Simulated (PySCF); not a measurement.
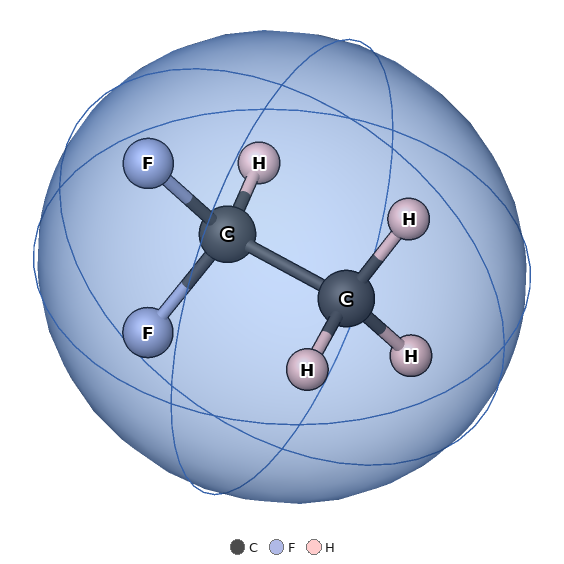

The ellipsoid shows the static dipole polarisability: its half-axes are proportional to the principal values. Computed geometry: PBE0-D3(BJ)/def2-SVP optimisation. No frequency run is at hand to confirm it as a minimum. Level of theory: ωB97X-D/def2-SVPD (PySCF 2.14.0).

Give the principal values, the mean and the anisotropy.

Answer. Principal values 27.9, 28.9, 30.1 bohr³; mean 29.0 bohr³ (4.29 Å³); anisotropy 1.8 bohr³, so the longest axis is 1.08 times the shortest.
